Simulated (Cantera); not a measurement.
Input: 1 mol C2H6, 0.23 mol H2O, 0.26 mol N2, at 1 atm.

Equilibrium computed with Cantera from the NASA thermochemical tables; the gas is ideal and each condensed phase is pure. Candidate condensed phases: C, C6H6, C7H8, C8H18, H2O; 136 gas species. Equilibrium is a limit: real reactors are often held back by kinetics, nucleation or transport.

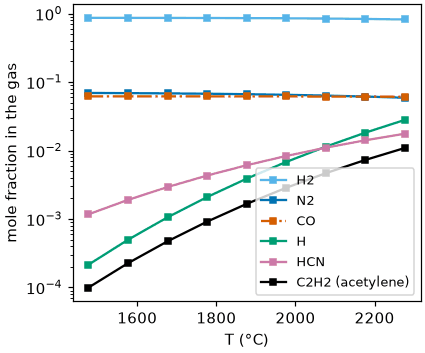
Fig. 1. Equilibrium gas composition (values under 1e-9 drawn at 1e-9)

From 1477 °C to 2277 °C the condensed part is C(graphite). The main C-bearing gas is CO throughout. The share of C in condensed phases is highest at 1477 °C (88.1 %) and lowest at 2277 °C (80.5 %).
